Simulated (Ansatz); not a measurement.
**SiH2Cl (chlorosilyl radical) at UCCSD/STO-3G**

What is the energy change on altering one bond length of SiH2Cl (chlorosilyl radical) at UCCSD/STO-3G? 

The results are computed with Ansatz 0.2.0.

52 further runs of the same task are left out: 52 set aside as unsound or not needed.

**1. The structure to begin with**

The species is SiH2Cl (4 atoms), meant as a doublet with charge 0. As SMILES, `[SiH2]Cl`. The shape is that of a GFN2-xTB optimisation.

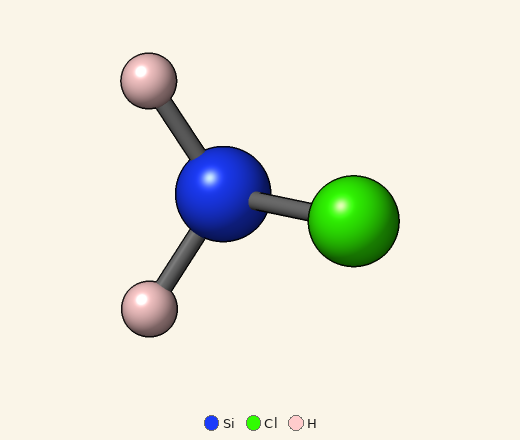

Viewed from a chosen angle; silicon blue, chlorine green, hydrogen pink.

**2. A single-point energy at UCCSD/STO-3G**

molecule.yaml reads:

```yaml
crystal:
  periodic: [false, false, false]
  atoms:
    - {symbol: Si, position_ang: [-0.283580, 0.237700, 0.131590]}
    - {symbol: Cl, position_ang: [1.597690, -0.059610, 0.811090]}
    - {symbol: H, position_ang: [-1.065000, -0.978280, 0.263310]}
    - {symbol: H, position_ang: [-0.249110, 0.800200, -1.205980]}
basis:
  gaussian: {orbitals: STO-3G}
correlation: {method: ccsd, frozen_orbitals: {Cl: 5, H: 0, Si: 5}}
total_charge: 0
scf: {omitted_lower_state_checks: [cluster_reference, increment]}
accuracy: high
magnetization: {spin_polarized: true, initial_magnetization: 1}
```

Run with:

```sh
$ ansatz run molecule.yaml --threads 1 --pin off --max-ram 2610MiB --events-out events.jsonl --progress --plain --runs-dir runs
```

Log (excerpt; [...] marks lines left out):

```text
Warning: RAYON_NUM_THREADS=1 ignored (pool sized by the plan → 1); use --threads N
Functional definition: HF
  name "HF"
[...]
341 factors; integrals over basis functions are off by at most 3.1e-9 eV
[...]
mean field -20172.90308325 eV, -741.3405146245 hartree, gradient 7.0e-8 eV, S^2 0.751516; 0 other end points of the search recorded, 0 dependent functions left out
10 core orbitals not correlated: weight in the atoms' cores, before any rotation towards them, 1.000 or more for the frozen orbitals, at most 0.000 for the correlated occupied ones
reference -20172.90308325 eV, -741.3405146245 hartree; 7, 6 occupied and 3, 4 virtual orbitals, 341 factors
second order -0.89330596 eV of doubles, -0.00000000 eV of singles
cycle   1  -1.15436618 eV  change   -2.6e-1 eV  update   4.6e-2
[...]
cycle  19  -1.31111204 eV  change    1.0e-9 eV  update   1.3e-9
Total energy: -20174.21419529 eV, -741.3886971034 hartree
Checks for a lower state left out: cluster_reference, increment
```

Run time: 0.26 s. Hardware: 1 thread of AMD EPYC 7R43 (Zen 3), shared host.

**3. The distorted shape at the same level**

run.yaml reads:

```yaml
crystal:
  periodic: [false, false, false]
  atoms:
    - symbol: Si
      position_ang: [-0.292197, 0.097077, 0.465979]
    - symbol: Cl
      position_ang: [1.589073, -0.200233, 1.145479]
    - symbol: H
      position_ang: [-1.073617, -1.118903, 0.597699]
    - symbol: H
      position_ang: [-0.249110, 0.800200, -1.205980]
basis:
  gaussian:
    orbitals: STO-3G
scf:
  omitted_lower_state_checks: [cluster_reference, increment]
correlation:
  method: ccsd
  frozen_orbitals: {Cl: 5, H: 0, Si: 5}
magnetization:
  spin_polarized: true
  initial_magnetization: 1
accuracy: high
```

Run with:

```sh
$ ansatz run run.yaml --threads 1 --pin off --max-ram 2610MiB --events-out events.jsonl --progress --plain --runs-dir runs
```

Log (excerpt; [...] marks lines left out):

```text
Warning: RAYON_NUM_THREADS=1 ignored (pool sized by the plan → 1); use --threads N
[... 2 set-up lines as earlier in the session ...]
[...]
341 factors; integrals over basis functions are off by at most 3.6e-9 eV
[...]
mean field -20171.51378927 eV, -741.2894590126 hartree, gradient 1.9e-8 eV, S^2 0.754870; 0 other end points of the search recorded, 0 dependent functions left out
10 core orbitals not correlated: weight in the atoms' cores, before any rotation towards them, 1.000 or more for the frozen orbitals, at most 0.000 for the correlated occupied ones
reference -20171.51378927 eV, -741.2894590126 hartree; 7, 6 occupied and 3, 4 virtual orbitals, 341 factors
second order -1.09960945 eV of doubles, -0.00000000 eV of singles
cycle   1  -1.45305114 eV  change   -3.5e-1 eV  update   6.1e-2
[...]
cycle  22  -1.69942910 eV  change   2.2e-10 eV  update  8.8e-10
Total energy: -20173.21321837 eV, -741.3519118800 hartree
Checks for a lower state left out: cluster_reference, increment
```

It took 0.3 s on 1 thread of AMD EPYC 7R43 (Zen 3), shared host.

**4. Summary of results**

At UCCSD/STO-3G, 10 core orbitals frozen:

```
                                                          quantity          value
                                         first shape: total energy  -741.38870 Eh
         first shape: correlation energy (10 core orbitals frozen)      -48.2 mEh
                    first shape: ⟨S²⟩ of the reference determinant          0.752
                                        first shape: T1 diagnostic          0.007
                                     distorted shape: total energy  -741.35191 Eh
     distorted shape: correlation energy (10 core orbitals frozen)      -62.5 mEh
                distorted shape: ⟨S²⟩ of the reference determinant          0.755
                                    distorted shape: T1 diagnostic          0.010
energy change with the Si1–H4 bond stretched from 1.451 to 1.814 Å       1.001 eV
```

What this shows: With the Si1–H4 bond stretched from 1.451 to 1.814 Å the energy rises by 1.00 eV (97 kJ/mol). The first shape isn't relaxed at this level, so the change isn't measured from a minimum. The minimal basis adds a large error of its own.
